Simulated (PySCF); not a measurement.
CH9OSi3 (doublet)

```yaml
atoms:
  - { symbol: Si, position_ang: [0.5139, 1.1769, 0.2444] }
  - { symbol: Si, position_ang: [1.4552, 0.4592, -1.7948] }
  - { symbol: C, position_ang: [0.2217, -0.2523, 1.4264] }
  - { symbol: Si, position_ang: [-1.2959, -1.2888, 0.9850] }
  - { symbol: O, position_ang: [-1.0080, 1.8587, 0.0231] }
  - { symbol: H, position_ang: [1.5733, 1.6314, -2.7191] }
  - { symbol: H, position_ang: [2.8310, -0.0626, -1.5182] }
  - { symbol: H, position_ang: [0.6738, -0.6077, -2.5015] }
  - { symbol: H, position_ang: [1.1206, -0.8923, 1.4288] }
  - { symbol: H, position_ang: [0.0960, 0.1277, 2.4551] }
  - { symbol: H, position_ang: [-1.3012, -2.5586, 1.7786] }
  - { symbol: H, position_ang: [-1.2700, -1.6472, -0.4664] }
  - { symbol: H, position_ang: [-2.5512, -0.5411, 1.2819] }
  - { symbol: H, position_ang: [-1.0657, 2.5820, -0.6090] }
```

Geometry: PBE0-D3(BJ)/def2-SVP.

All numbers below come from PySCF, UKS B3LYP, IGLO-III on C O Si, pcH-1 on H, non-relativistic, mean-field spin-orbit, GIAO.

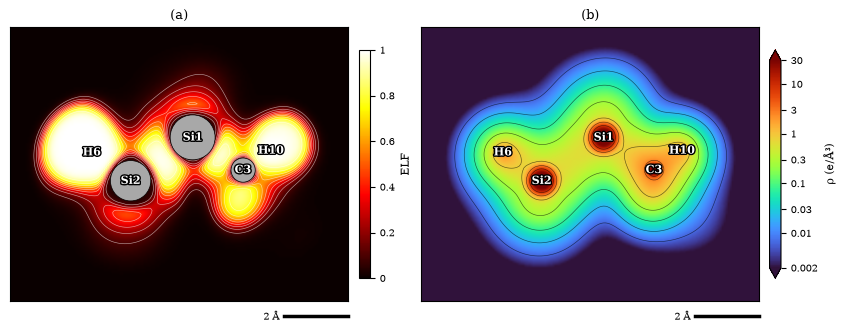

Figure 1. (a) ELF; (b) electron density on the plane of atoms Si1, Si2 and H6. Grey discs cover the atomic cores in the ELF map.

Q: Interpret the plot.

A:
- The section cuts through Si, C and H sites.
- C–Si (1.88 Å): ρ is about 0.92 e/Å³ halfway; the ELF peaks at about 0.95 between the atoms: localised, covalent bonding.
- Si–Si (2.36 Å): ρ at the midpoint is about 0.6 e/Å³; the ELF peaks at about 1 between the atoms, as expected for a shared electron pair.
- C–H (1.10 Å): the density is about 1.9 e/Å³ at the midpoint; the ELF climbs to about 1 towards the hydrogen, as it does in any bond to H: a covalent bond by its length.
- Si–H (1.50 Å): ρ at the midpoint is about 0.78 e/Å³; the ELF climbs to about 1 towards the hydrogen.

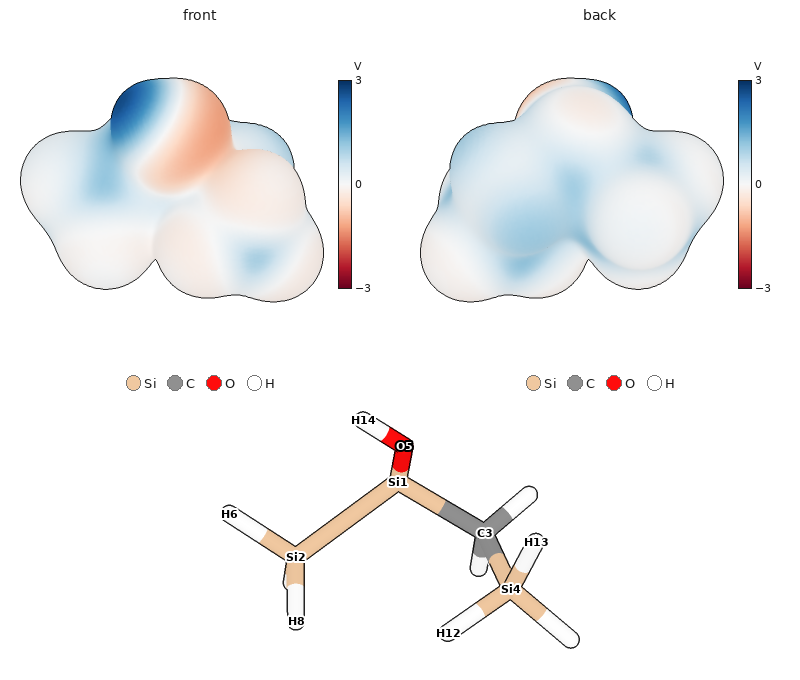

Figure 2. The electrostatic potential painted on the density surface at 0.002 e/bohr³, seen from the front and from behind; red is negative and blue positive. The bare structure is drawn below in the same view.

Q: Which sites attract a positive test charge, and which a negative one?

A: A positive charge is drawn to the negative regions and a negative charge to the positive ones. The most negative region (about −1.2 V) lies over O5, the most positive (about +2.5 V) over H14. O5 is the likeliest acceptor of a hydrogen bond.
